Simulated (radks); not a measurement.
**Polarisabilities and dispersion coefficients of B⁺, K³⁺, Te and others**

Aim: static dipole polarisabilities and C6 coefficients, each species in its NIST ground configuration. After each ground state the linear response is solved; its values go to the run's result record, not to the log. Response by self-consistent Sternheimer equations with the Hartree and adiabatic LDA kernel.

The numbers are computed with radks (a radial shooting solver on a logarithmic mesh, Libxc functionals) version 1 (non-relativistic Kohn-Sham, LDA (Slater exchange, Perdew-Wang correlation), spin-polarised, spherical densities, point nucleus; open shells are filled with parallel spins first), except any that are marked as measured or tabulated.

### Step 1. What is computed

* species: B⁺ ([He] 2s2), K³⁺ ([Ne] 3s2 3p4), Te ([Kr] 4d10 5s2 5p4), Ag ([Kr] 4d10 5s1), K ([Ar] 4s1), Sr ([Kr] 5s2), Co³⁺ ([Ar] 3d6), V²⁺ ([Ar] 3d3)

### Step 2. B⁺, [He] 2s2

Settings of this run:

```text
Z 5
configuration [He] 2s2
relativity non-relativistic
functional lda,pw
spin polarised
nucleus point
response adiabatic LDA kernel
```

### Step 3. K³⁺, [Ne] 3s2 3p4

Input: that of step 2 with these lines changed.

```diff
@@ -1,3 +1,3 @@
-Z 5
-configuration [He] 2s2
+Z 19
+configuration [Ne] 3s2 3p4
 relativity non-relativistic
```

### Step 4. Te, [Kr] 4d10 5s2 5p4

Settings of this run:

```text
Z 52
configuration [Kr] 4d10 5s2 5p4
relativity non-relativistic
functional lda,pw
spin polarised
nucleus point
response adiabatic LDA kernel
```

### Step 5. Ag, [Kr] 4d10 5s1

Settings of this run:

```text
Z 47
configuration [Kr] 4d10 5s1
relativity non-relativistic
functional lda,pw
spin polarised
nucleus point
response adiabatic LDA kernel
```

### Step 6. K, [Ar] 4s1

Settings of this run:

```text
Z 19
configuration [Ar] 4s1
relativity non-relativistic
functional lda,pw
spin polarised
nucleus point
response adiabatic LDA kernel
```

### Step 7. Sr, [Kr] 5s2

Input: that of step 6 with these lines changed.

```diff
@@ -1,3 +1,3 @@
-Z 19
-configuration [Ar] 4s1
+Z 38
+configuration [Kr] 5s2
 relativity non-relativistic
```

### Step 8. Co³⁺, [Ar] 3d6

Input: that of step 7 with these lines changed.

```diff
@@ -1,3 +1,3 @@
-Z 38
-configuration [Kr] 5s2
+Z 27
+configuration [Ar] 3d6
 relativity non-relativistic
```

### Step 9. V²⁺, [Ar] 3d3

Input: that of step 8 with these lines changed.

```diff
@@ -1,3 +1,3 @@
-Z 27
-configuration [Ar] 3d6
+Z 23
+configuration [Ar] 3d3
 relativity non-relativistic
```

What does the calculation give? Wanted: for each run, species; −ε(HOMO); α; α uncoupled; C6; C8; recommended α.

**Answer**, as computed:

```csv
species,−ε(HOMO) (eV),α (bohr³),α uncoupled (bohr³),C6 (hartree bohr⁶),C8 (hartree bohr⁸),recommended α (bohr³)
B⁺,19.405,10.78,20.29,29.18,550.1,-
K³⁺,53.387,3.013,4.940,8.182,-,-
Te,5.563,40.81,65.65,451.9,-,38
Ag,4.548,53.70,82.60,423.2,22402,55
K,2.616,259.9,301.9,3308,432127,289.7
Sr,3.588,188.5,352.6,2969,387381,197.2
Co³⁺,43.115,1.837,2.264,4.437,-,-
V²⁺,22.673,4.885,6.016,14.74,-,-
```

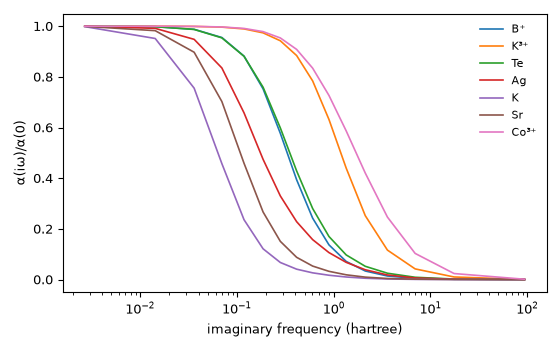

Polarisability at imaginary frequency, each scaled by its static value.

Uncoupled leaves out the potential induced by the response; C6 and C8 are for like pairs. K is the most polarisable and Co³⁺ the least, a factor 141 apart. For the pair K–Co³⁺ the Casimir-Polder integral gives C6 = 52.03, the rule 2·Ca·Cb/(Ca·αb/αa + Cb·αa/αb) on the like-pair values 45.10. Against the recommended values (Schwerdtfeger and Nagle, 2023 table) the misses are Te +7 %, Ag -2 %, K -10 %, Sr -4 %. C8 is given only where no p, d or f shell is open. For heavy and open-shell atoms this level can miss by tens of per cent.
